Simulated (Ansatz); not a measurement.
**InH2OF (SMILES [OH][InH][F]) at PBE-QIDH/def2-SVP (core potential)**

Aim: the electronic atomisation energy of InH2OF at PBE-QIDH/def2-SVP (core potential), from 5 runs. 

Program for the calculation: Ansatz 0.2.0.

37 further runs of the same task are left out: 1 that didn't finish, 36 set aside as unsound or not needed.

### Step 1. The system as given

The species is InH2OF (5 atoms), meant as a singlet with charge 0. SMILES: `[OH][InH][F]`. The coordinates come from a PBE0-D4/def2-TZVP relaxation. This is a higher conformer, about 10 kJ/mol above the lowest found by a separate search.

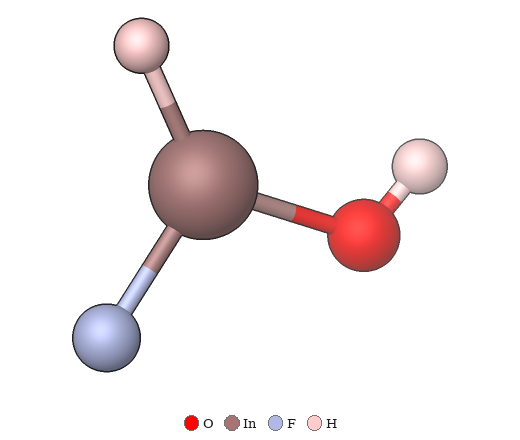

The structure, seen from a chosen angle (oxygen red, indium brown, fluorine light blue, hydrogen pink).

### Step 2. A single-point energy at PBE-QIDH/def2-SVP (core potential)

Input file run.yaml:

```yaml
crystal:
  periodic: [false, false, false]
  atoms:
    - {symbol: O, position_ang: [-1.279500, -0.345900, -0.577400]}
    - {symbol: In, position_ang: [0.480100, 0.042500, 0.210000]}
    - {symbol: F, position_ang: [1.185900, -1.654700, 0.841500]}
    - {symbol: H, position_ang: [-1.725200, 0.429800, -0.925700]}
    - {symbol: H, position_ang: [1.388500, 1.454700, 0.410200]}
basis:
  gaussian:
    orbitals: def2-SVP
hamiltonian:
  xc: {name: PBE-QIDH}
correlation:
  frozen_orbitals: {F: 1, H: 0, In: 4, O: 1}
accuracy: high
output:
  orbitals: {seedname: orbitals}
```

Run with:

```console
$ ansatz run run.yaml --threads 1 --pin off --max-ram 3480MiB --events-out events.jsonl --progress --plain --runs-dir runs
```

What it wrote:

```text
Warning: RAYON_NUM_THREADS=1 ignored (pool sized by the plan → 1); use --threads N
Functional definition: PBE-QIDH
  name "PBE-QIDH"
  parameter a = 3^(-1/3)
  parameter c = 1/3
  exchange = (1 - a)*pbe_x + a*exact_x
  correlation = (1 - c)*pbe_c + c*(mp2_os + mp2_ss)
1445 factors; integrals over basis functions are off by at most 3.0e-9 eV
mean field evaluation 1: about -9942.6508 eV, gradient 5.3e1 eV
mean field evaluation 2: about -9942.7045 eV, gradient 5.3e1 eV
mean field evaluation 4: about -9948.0315 eV, gradient 2.9e0 eV
mean field evaluation 8: about -9948.0672 eV, gradient 2.8e-1 eV
mean field evaluation 16: about -9948.0675 eV, gradient 3.6e-5 eV
mean field -9948.06745761 eV, -365.5847360247 hartree, gradient 3.7e-8 eV, S^2 0.000000; 0 other end points of the search recorded, 0 dependent functions left out
6 core orbitals not correlated: weight in the atoms' cores, before any rotation towards them, 1.000 or more for the frozen orbitals, at most 0.000 for the correlated occupied ones
reference -9948.06745897 eV, -365.5847360750 hartree; 14, 14 occupied and 44, 44 virtual orbitals, 1445 factors
second order -14.50498908 eV of doubles, -0.00000000 eV of singles
Total energy: -9952.90245533 eV, -365.7624189140 hartree
```

It took 7.8 s on 1 thread of Intel Xeon Platinum 8259CL at 2.50GHz (Skylake/Cascade Lake), shared host; peak memory 0.2 GiB.

### Step 3. The F atom, same level

Input file job.yaml:

```yaml
basis:
  gaussian:
    orbitals: def2-SVP
crystal:
  periodic: [false, false, false]
  atoms:
    - {symbol: F, position_ang: [0.000000, 0.000000, 0.000000]}
magnetization:
  spin_polarized: true
  initial_magnetization: 1
hamiltonian:
  xc: {name: PBE-QIDH}
correlation:
  frozen_orbitals: {F: 1}
accuracy: high
```

Run the same way, it converges to -99.51840 Eh (log not shown).

### Step 4. The H atom, same level

Input file molecule.yaml:

```yaml
crystal:
  periodic: [false, false, false]
  atoms:
    - {symbol: H, position_ang: [0.000000, 0.000000, 0.000000]}
basis:
  gaussian: {orbitals: def2-SVP}
magnetization: {spin_polarized: true, initial_magnetization: 1}
hamiltonian: {xc: {name: PBE-QIDH}}
correlation: {frozen_orbitals: {H: 0}}
accuracy: high
```

Run the same way, it converges to -0.50124 Eh (log not shown).

### Step 5. The In atom, same level

Input file in.yaml:

```yaml
crystal:
  periodic: [false, false, false]
  atoms:
    - symbol: In
      position_ang: [0.000000, 0.000000, 0.000000]
basis:
  gaussian: {orbitals: def2-SVP}
correlation: {frozen_orbitals: {In: 4}}
hamiltonian: {xc: {name: PBE-QIDH}}
accuracy: high
magnetization: {spin_polarized: true, initial_magnetization: 1}
```

Run the same way, it converges to -189.82674 Eh (log not shown).

### Step 6. The O atom at the same level

Input file molecule.yaml:

```yaml
crystal:
  periodic: [false, false, false]
  atoms:
    - {symbol: O, position_ang: [0.000000, 0.000000, 0.000000]}
basis:
  gaussian: {orbitals: def2-SVP}
magnetization: {spin_polarized: true, initial_magnetization: 2}
hamiltonian: {xc: {name: PBE-QIDH}}
correlation: {frozen_orbitals: {O: 1}}
accuracy: high
```

Run the same way, it converges to -74.90175 Eh (log not shown).

### Step 7. Results

Level: PBE-QIDH/def2-SVP (core potential), 6 core orbitals frozen.

| quantity | value |
| --- | --- |
| molecule: total energy | -365.76242 Eh |
| molecule: HOMO energy (SCF part's orbitals) | -11.27 eV |
| molecule: LUMO energy (SCF part's orbitals) | 0.14 eV |
| molecule: HOMO–LUMO gap (SCF part's orbitals) | 11.42 eV |
| F atom: total energy | -99.51840 Eh |
| F atom: ⟨S²⟩ | 0.752 |
| H atom: total energy | -0.50124 Eh |
| H atom: ⟨S²⟩ | 0.750 |
| In atom: total energy | -189.82674 Eh |
| In atom: ⟨S²⟩ | 0.755 |
| O atom: total energy | -74.90175 Eh |
| O atom: ⟨S²⟩ | 2.004 |
| electronic atomisation energy | 13.961 eV |

**Reading.** Taking the molecule apart into free atoms costs 13.96 eV (1347 kJ/mol), before zero-point energy and without spin-orbit coupling.
